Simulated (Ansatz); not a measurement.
# G0W0 on several functionals: TiO2 (Rutile), part 2 of 2

Aim: G0W0 for TiO2 (Rutile) on several starting functionals, at one mesh, band count and screening cutoff.

Ansatz 0.2.0; G0W0 on several functionals, plane waves, PAW. Known limits of the many-body steps: not at the basis limit; coarse k mesh.

So far. Step 3 (G0W0 on PBE): Against the run with 4×4×4 mesh, 141 empty bands, screening to 100 eV, PAW set soft_1 files on LDA, the gap moves by −0.04 eV, while the start moved by +0.09 eV. Step 4 (G0W0 on r2SCAN): Against the run with 4×4×4 mesh, 141 empty bands, screening to 100 eV, PAW set soft_1 files on PBE, the gap moves by −0.03 eV, while the start moved by +0.34 eV.

In doubt: masses and optical values from hybrid runs of this build are listed as unsure (steps 5, 6, 7), which bears on the screening that GW takes from such a start.

### 5. G0W0 on HSE06

This step: G0W0 on HSE06, plane waves, PAW; PAW set soft_1.

File input.yaml:

```yaml
crystal:
  lattice:
    - [4.5922, 0.0, 0.0]
    - [0.0, 4.5922, 0.0]
    - [0.0, 0.0, 2.9574]
  atoms:
    - { symbol: Ti, position: [0.0, 0.0, 0.0] }
    - { symbol: Ti, position: [0.5, 0.5, 0.5] }
    - { symbol: O, position: [0.30496, 0.30496, 0.0] }
    - { symbol: O, position: [0.19504, 0.80496, 0.5] }
    - { symbol: O, position: [0.69504, 0.69504, 0.0] }
    - { symbol: O, position: [0.80496, 0.19504, 0.5] }
kpoints:
  mp_grid: { grid: [4, 4, 4] }
hamiltonian:
  xc: hse06
  pseudopotentials: { kind: paw, azcp: { folder: soft_1 } }
scf:
  occupations: { method: fixed }
gw:
  n_empty_bands: 141
  ecut_chi: 100
  qp_bands: [v2, c2]
  qp_kpoints: band_edges
  screening: { model: contour_deformation }
```

On the command line:

```
ansatz run input.yaml --threads 2 --pin off --max-ram 73728MiB --backend cuda --events-out ev --progress --plain --runs-dir out --devices 1 --max-vram 13GiB
```

Numbers of over 12 decimals in the logs are rounded to 6 here.

Output:

```text
GPUs: using 1 of 1 available (devices: 1).
[...]
davidson cushion auto → on  (no smearing: the cushion is to keep the highest requested band from converging to the state above it; pin scf.eigensolver.cushion to override)
[...]
GPU FFT provider: cuFFT
GPU libraries: cuBLAS 13.8.2, cuFFT 12.4.0, cuSOLVER 12.3.4
Crystal: 6 atoms, lattice volume = 62.367 Å³
Basis set: ecut = 420 eV, 1217 PW (Γ)
[...]
1    25     11.9116   -12.7289    -6.5764   -20.0461  0.7543    12.6608    12.6524  root
     1    26     12.2577   -13.4471    -6.4202   -20.7124  0.7593    13.1134    13.1028  root
[...]
17    23      7.3734   -26.3306     4.4567   -22.4008  0.7604     7.8970     7.9003  root
    17    24      7.3734   -26.3306     4.4567   -22.4008  0.7604     7.8970     7.9003  root
    17    25     12.2839   -13.0895    -6.3713   -20.1977  0.7504    13.0294    13.0207  root
    17    26     12.2839   -13.0895    -6.3713   -20.1977  0.7504    13.0294    13.0207  root
[key lines of the parts left out:]
Free energy (F): -7275.816518 eV
Fermi energy:    8.120021 eV
```

Run time: 33 s. Hardware: 1 × NVIDIA H100 80GB HBM3 (shared by 6 runs) with 2 threads of AMD EPYC 7R13 (Zen 3), shared host; peak memory 1.6 GiB.

Numbers from this step:

```
bands summed                                 : 165
RPA ε∞ on this mesh (eigenvalues)            : 5.002, 5.002, 5.993
plane waves in the screening matrix          : 145
G0W0 gap on the mesh                         : 3.579 eV
k of the valence top                         : 0, 0, 0
k of the conduction bottom                   : 0, -0.5, -0.5
starting gap on the mesh                     : 3.400 eV
least direct G0W0 gap on the computed points : 3.633 eV
```

Against the run with 4×4×4 mesh, 141 empty bands, screening to 100 eV, PAW set soft_1 files on r2SCAN, the gap moves by +0.38 eV, while the start moved by +1.17 eV.

### 6. G0W0 on PBE0

This step: G0W0 on PBE0, plane waves, PAW; PAW set soft_1.

Edit input.yaml of step 5 so:

```diff
@@ -15,3 +15,3 @@
 hamiltonian:
-  xc: hse06
+  xc: pbe0
   pseudopotentials: { kind: paw, azcp: { folder: soft_1 } }
```

Output:

```text
GPUs: using 1 of 1 available (devices: 1).
[...]
GPU FFT provider: cuFFT
GPU libraries: cuBLAS 13.8.2, cuFFT 12.4.0, cuSOLVER 12.3.4
Crystal: 6 atoms, lattice volume = 62.367 Å³
Basis set: ecut = 420 eV, 1217 PW (Γ)
Bands: 30, of which v1, the nominal top of the filled ones, is band 24 counted from 1 (23 counted from 0)
Symmetry: 16 space group operations
[...]
k-points: 18 of 64
[...]
1    25     12.2776   -12.7077    -6.3987   -19.6432  0.7693    12.8181    12.8145  root
     1    26     12.6274   -13.4439    -6.2386   -20.3184  0.7737    13.2682    13.2633  root
[...]
17    23      6.9822   -26.3369     4.3230   -22.8017  0.7746     7.7637     7.7700  root
    17    24      6.9822   -26.3369     4.3230   -22.8017  0.7746     7.7637     7.7700  root
    17    25     12.6568   -13.0711    -6.1917   -19.7914  0.7659    13.1890    13.1854  root
    17    26     12.6568   -13.0711    -6.1917   -19.7914  0.7659    13.1890    13.1854  root
[key lines of the parts left out:]
Free energy (F): -7276.645659 eV
Fermi energy:    7.721023 eV
```

It took 39 s on 1 × NVIDIA H100 80GB HBM3 (shared by 6 runs) with 2 threads; peak memory 1.6 GiB.

Numbers from this step:

| Property | Result |
| --- | --- |
| bands summed | 165 |
| RPA ε∞ on this mesh (eigenvalues) | 4.609, 4.609, 5.477 |
| plane waves in the screening matrix | 145 |
| G0W0 gap on the mesh | 3.855 eV |
| k of the valence top | 0, 0, 0 |
| k of the conduction bottom | 0, -0.5, -0.5 |
| starting gap on the mesh | 4.163 eV |
| least direct G0W0 gap on the computed points | 3.912 eV |

Against the run with 4×4×4 mesh, 141 empty bands, screening to 100 eV, PAW set soft_1 files on HSE06, the gap moves by +0.28 eV, while the start moved by +0.76 eV.

### 7. G0W0 on Hartree-Fock

This step: G0W0 on Hartree-Fock, plane waves, PAW; PAW set soft_1.

Edit input.yaml of step 6 so:

```diff
@@ -15,3 +15,3 @@
 hamiltonian:
-  xc: pbe0
+  xc: hf
   pseudopotentials: { kind: paw, azcp: { folder: soft_1 } }
```

Output:

```text
GPUs: using 1 of 1 available (devices: 1).
[...]
GPU FFT provider: cuFFT
GPU libraries: cuBLAS 13.8.2, cuFFT 12.4.0, cuSOLVER 12.3.4
Crystal: 6 atoms, lattice volume = 62.367 Å³
Basis set: ecut = 420 eV, 1217 PW (Γ)
Bands: 30, of which v1, the nominal top of the filled ones, is band 24 counted from 1 (23 counted from 0)
Symmetry: 16 space group operations
[...]
k-points: 18 of 64
[...]
3    25     17.3649   -11.4052    -4.1625   -11.4224  0.8810    13.2693    13.2197  root
     3    26     17.6961   -11.1107    -4.0870   -11.1229  0.8815    13.6690    13.6213  root
[...]
17    23      3.6382   -26.6555     3.2890   -26.6365  0.8762     6.8784     6.9082  root
    17    24      3.6382   -26.6555     3.2890   -26.6365  0.8762     6.8784     6.9082  root
    17    25     18.0061   -11.1874    -4.2949   -11.1977  0.8767    13.7783    13.7215  root
    17    26     18.0061   -11.1874    -4.2949   -11.1977  0.8767    13.7783    13.7215  root
[key lines of the parts left out:]
Free energy (F): -7197.166282 eV
Fermi energy:    4.487574 eV
```

Run time: 44 s. Hardware: 1 × NVIDIA H100 80GB HBM3 (shared by 6 runs) with 2 threads; peak memory 1.5 GiB; 43 s of CPU time.

This step gave:

| Quantity | Value |
| --- | --- |
| bands summed | 165 |
| RPA ε∞ on this mesh (eigenvalues) | 2.379, 2.379, 2.597 |
| plane waves in the screening matrix | 145 |
| G0W0 gap on the mesh | 5.030 eV |
| k of the valence top | 0, 0, 0 |
| k of the conduction bottom | 0, 0, 0 |
| starting gap on the mesh | 12.51 eV |
| least direct G0W0 gap on the computed points | 5.030 eV |

Against the run with 4×4×4 mesh, 141 empty bands, screening to 100 eV, PAW set soft_1 files on PBE0, the gap moves by +1.17 eV, while the start moved by +8.34 eV.

### 8. Side by side

All on the 4×4×4 mesh with 141 empty bands and screening to 100 eV. Times are wall times on 1 × NVIDIA H100 80GB HBM3 (shared by 6 runs) with 2 threads of AMD EPYC 7R13 (Zen 3), shared host, good to a factor of about two.

```
       start  starting gap (eV)  shift (eV)  G0W0 gap (eV)  RPA ε∞ (harmonic mean)  Z (valence, conduction)   time
         LDA               1.81       +1.47           3.28                    8.15               0.71, 0.72  8.2 s
         PBE               1.90       +1.34           3.23                    7.82               0.71, 0.72   11 s
      r2SCAN               2.23       +0.97           3.20                    6.81               0.72, 0.73  9.5 s
       HSE06               3.40       +0.18           3.58                    5.29               0.76, 0.76   33 s
        PBE0               4.16       −0.31           3.86                    4.87               0.77, 0.78   39 s
Hartree-Fock              12.51       −7.48           5.03                    2.45               0.87, 0.88   44 s
```

How the two edges are built up, in eV (the quasiparticle level is the starting level plus Σx plus Σc less Vxc):

```
   run               edge  start      Σx     Σc     Vxc     Z     QP
   LDA        valence top   8.70  -25.98   4.65  -21.44  0.71   8.81
   LDA  conduction bottom  10.53  -13.11  -6.85  -21.52  0.72  12.09
   PBE        valence top   9.07  -26.12   4.78  -21.33  0.71   9.06
   PBE  conduction bottom  11.00  -13.13  -6.79  -21.21  0.72  12.29
r2SCAN        valence top   8.74  -26.21   4.70  -21.75  0.72   8.98
r2SCAN  conduction bottom  11.02  -12.99  -6.72  -20.88  0.73  12.18
 HSE06        valence top   8.12  -26.34   4.51  -22.41  0.76   8.70
 HSE06  conduction bottom  11.55  -12.46  -6.26  -19.45  0.76  12.28
```

For a hybrid start, Vxc holds its share of exact exchange. Where G0W0 reorders the edges (LDA, PBE, r2SCAN and HSE06), the two states listed lie further apart at the start than the starting gap.

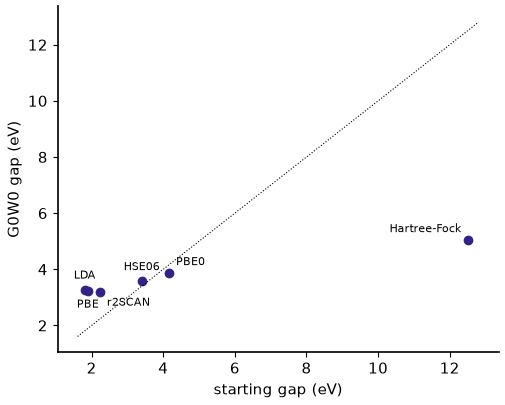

G0W0 gap against starting gap; on the dotted line the correction would vanish.

### 9. What came out

* G0W0@LDA: 3.28 eV (start 1.81 eV)
* G0W0@PBE: 3.23 eV (start 1.90 eV)
* G0W0@r2SCAN: 3.20 eV (start 2.23 eV)
* G0W0@HSE06: 3.58 eV (start 3.40 eV)
* G0W0@PBE0: 3.86 eV (start 4.16 eV)
* G0W0@Hartree-Fock: 5.03 eV (start 12.51 eV)
* known limits: not at the basis limit; coarse k mesh

What this shows: The starting gaps span 10.70 eV and the G0W0 gaps 1.83 eV. Between LDA and Hartree-Fock, 1.75 eV of the 10.70 eV survives, 16 %. The order is not kept throughout: PBE starts 0.09 eV above LDA and ends 0.04 eV below it, so orbitals matter beside the gap. Hartree-Fock screens less than LDA (ε∞ 2.45 against 8.15). Of the 1.75 eV by which its G0W0 gap is higher, the correlation part gives +3.96 eV, and exchange with the one-particle terms, which follow the orbitals, −2.20 eV. On PBE0 and Hartree-Fock the correction is negative: that start lies above its own G0W0 value. The smallest correction, +0.18 eV, is on HSE06, the start nearest to reproducing itself. Bands and cutoff are finite, so the gap is not at the basis limit. The miss can reach some tenths of an eV and take either sign; the mesh is an error of its own. The 4×4×4 mesh is coarse for this cell (its supercell is 12 Å along the shortest edge). The RPA ε∞ on it, from the LDA start, is 7.59 and 9.54; such meshes misread the long-range screening, most where the gap is narrow. The program warns that the mesh is coarse for exact exchange, which bears on the hybrid start's gap.

[Paths, hosts, dates, memory and timing lines, banners, echoed tables and standing remarks are left out of the program output.]

[Logs are printed without paths, hosts, clocks, repeated set-up lines and the standing remarks that a program may print on its own settings, such as how far it seeks lower states.]

[Runs of the session that timed out or met a known fault of the program may be left out.]

[Cells called generated may have been cut or substituted from an entry of the Crystallography Open Database or the Materials Project.]

[Hosts, paths, dates, database ids (printed as entryN), source tags and the programs' standing remarks are cut or masked in the printed files.]
